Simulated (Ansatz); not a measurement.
**ClIn···HCl: density, localisation and related maps**

Input file:

```
crystal:
  periodic: [false, false, false]
  atoms:
    - {symbol: In, position_ang: [1.713598, 0.511262, -0.535998]}
    - {symbol: Cl, position_ang: [-1.226870, -0.539257, -1.159875]}
    - {symbol: H, position_ang: [-0.909490, -0.292422, 0.098057]}
    - {symbol: Cl, position_ang: [0.422862, 0.320415, 1.597815]}
basis:
  gaussian: {orbitals: def2-TZVPP}
hamiltonian: {xc: pbe0, dispersion: d4}
output: {orbitals: {seedname: orbitals}}
```

Run with:

```sh
ansatz run in.yaml --threads 2 --pin off --events-out ev --progress --plain --max-ram 4352MiB
```

The product side of a reaction path; geometry: PBE0-D4/def2-TZVP; core potentials replace the inner electrons of In.

These are results of RKS PBE0-D4/def2-TZVPP in Ansatz 0.2.0, not measurements.

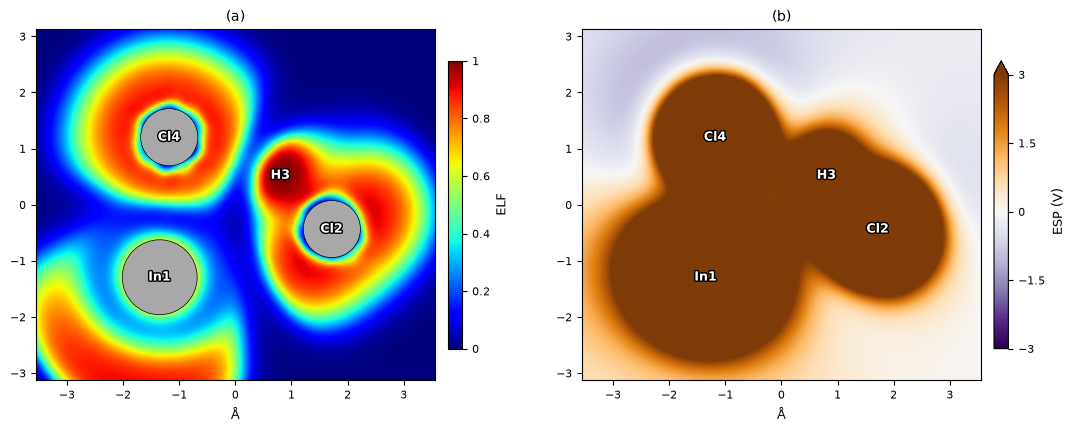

Figure 1. (a) electron localisation function; (b) electrostatic potential on the molecular plane. Grey discs cover the atomic cores in the ELF map.

What does the map show?

- The plane passes through In, Cl and H nuclei.
- Cl4···H3 (2.10 Å): the ELF dips to about 0.25 between them.
- In–Cl (2.50 Å): the ELF peaks at about 0.85 in the valence shell of Cl, 0.8 Å from its nucleus, and drops to about 0.15 between the two atoms.
- Cl–H (1.32 Å): the ELF climbs to about 1 towards the hydrogen, as it does in any bond to H; an ordinary covalent bond to hydrogen.
- The ELF also peaks beside Cl2 and Cl4, away from the bonds: lone-pair regions.
- Outside the dense part of the complex the potential is most negative (−0.9 V) near Cl4.

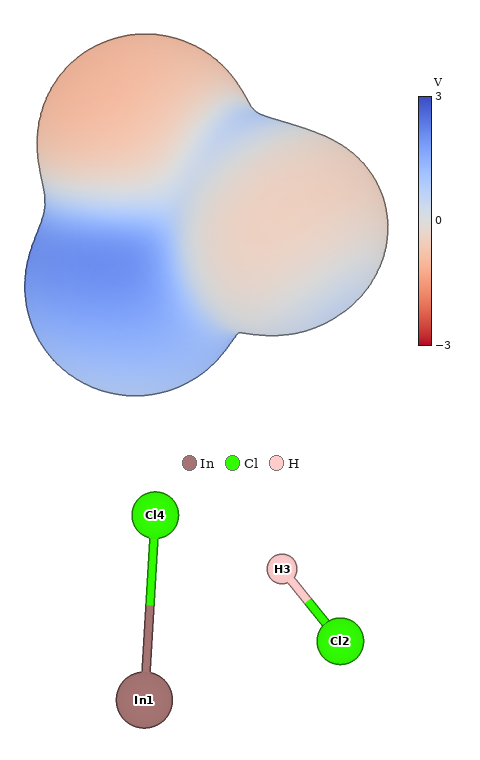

Figure 2. The molecular electrostatic potential painted on the density surface at 0.002 e/bohr³, seen at a tilt; red is negative and blue positive. The bare structure is drawn below in the same view.

Describe the electrostatic potential map.

The most negative region (about −1.0 V) lies over Cl4, the most positive (about +2.0 V) over In1.

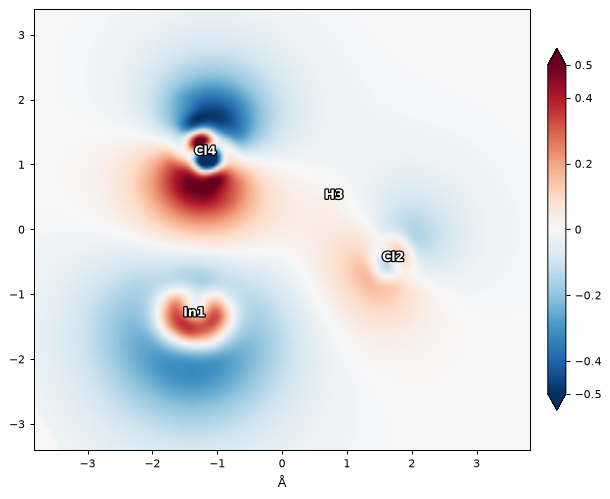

Figure 3. The HOMO on the molecular plane (values in Å⁻³ᐟ²; the overall sign is arbitrary).

What is the character of this orbital?

By Hirshfeld shares it lies mainly on In1 (about 60 %) and Cl4 (about 35 %); it is symmetric in the molecular plane (an in-plane orbital: σ, lone-pair or in-plane π type). Its energy is −7.50 eV.
